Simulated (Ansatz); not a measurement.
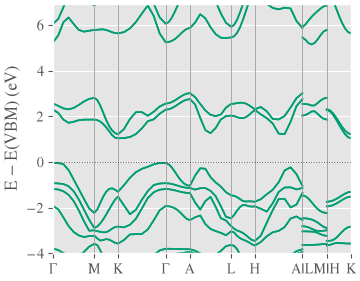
Band structure from r²SCAN+D4 with spin–orbit coupling (plane waves, PAW; program Ansatz)

The gap is 0.92 eV; an edge lies off the plotted path or next to a special point (maximum off the standard path, minimum off the standard path).

The material is PtS₂ (CdI2 type, P-3m1).

The r²SCAN+D4 relaxation kept the symmetry of its start. The run is not spin-polarised.

Potentials: the later of the program's two PAW sets.
